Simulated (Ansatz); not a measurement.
## Electronic structure of ClGaH$_{2}$···HF in real space

Input

```
crystal:
  periodic: [false, false, false]
  atoms:
    - { symbol: Ga, position_ang: [0.0, 0.0, 0.0] }
    - { symbol: H, position_ang: [0.0, 0.0, 1.92] }
    - { symbol: H, position_ang: [1.3596, 0.0, -0.785] }
    - { symbol: Cl, position_ang: [-1.9398, 0.0, -1.12] }
    - { symbol: F, position_ang: [-0.2561, -1.8806, 0.6306] }
    - { symbol: H, position_ang: [-0.1372, -1.0075, 1.7717] }
basis:
  gaussian: { orbitals: def2-SVP }
hamiltonian:
  xc: revpbe
relax:
  f_tol: 0.15
  max_steps: 25
  restrain:
    - { distance: [0, 4], at: 2.9, k: 30.0 }
    - { distance: [5, 1], at: 1.86, k: 30.0 }
    - { distance: [0, 1], at: 1.57, k: 30.0 }
    - { distance: [5, 4], at: 0.92, k: 30.0 }
output:
  orbitals: {}
```

Command:

```sh
ansatz run input.yaml --threads 1 --pin off --max-ram 2048MiB --backend cpu --events-out ev --progress --plain --runs-dir out
```

The fields are those of the run's last geometry, not of the input's.

Theory: RKS revPBE/def2-SVP (Ansatz 0.2.0).

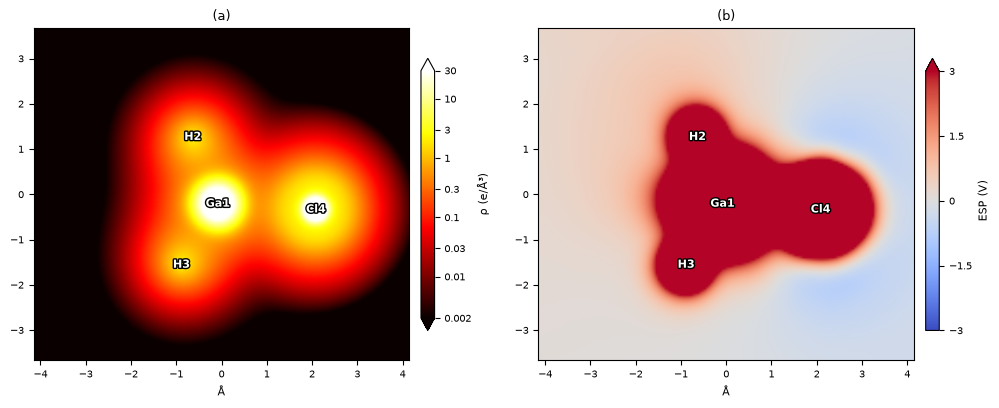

Figure 1. (a) electron density; (b) electrostatic potential on the plane of atoms H3, Ga1 and Cl4.

Describe what can be read from this map.

The section cuts through Ga, H and Cl sites. Ga–Cl (2.18 Å): ρ at the midpoint is about 0.64 e/Å³. Ga–H (1.57 Å): the density is about 0.98 e/Å³ at the midpoint. Outside the dense part of the complex the potential is most negative (−0.7 V) near Cl4.

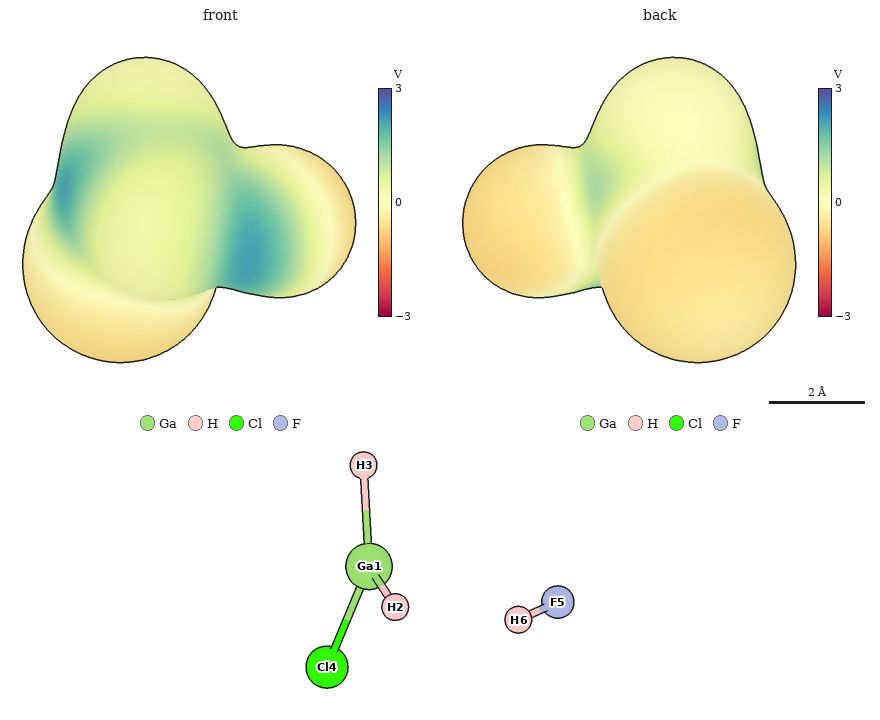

Figure 2. The electrostatic potential painted on the density surface at 0.001 e/bohr³, seen from the front and from behind; the colour scale runs from red (negative) to blue (positive). The bare structure is drawn below in the same view.

Describe the electrostatic potential map.

The most negative region (about −0.7 V, or −16 kcal/mol for a unit charge) lies over Cl4 and F5, the most positive (about +2.1 V, or +48 kcal/mol for a unit charge) over Ga1 and H6.

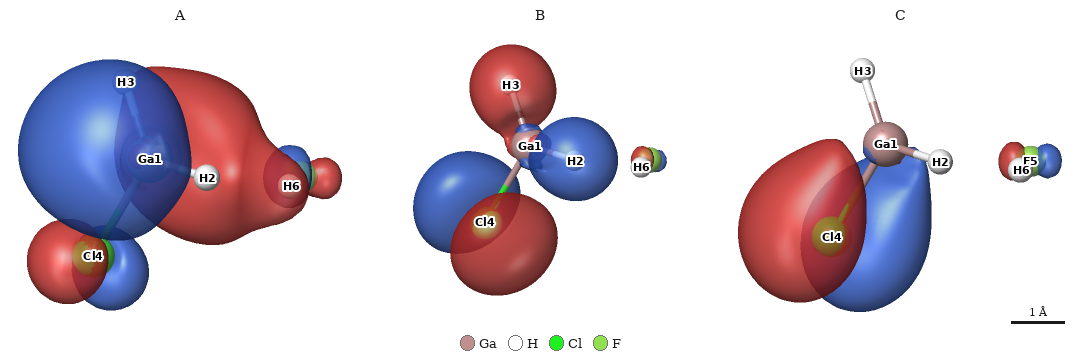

Figure 3. Three frontier orbitals at ±0.08 Å⁻³ᐟ² (red and blue are the two phases), in no order.

Which picture is the HOMO−1, the HOMO and the LUMO?

C is the HOMO−1 (−7.60 eV). Its weight (Hirshfeld) is mainly on Cl4 (about 90 %) and Ga1 (about 10 %); largely a lone pair of Cl4. B is the HOMO (−7.07 eV). Its weight (Hirshfeld) is mainly on Cl4 (about 70 %), Ga1 (about 10 %), H3 (about 10 %) and H2 (about 10 %); largely a lone pair of Cl4. A is the LUMO (−2.31 eV). Its weight (Hirshfeld) is mainly on Ga1 (about 70 %) and Cl4 (about 10 %).

What is the HOMO–LUMO gap?

4.76 eV between the orbital energies.
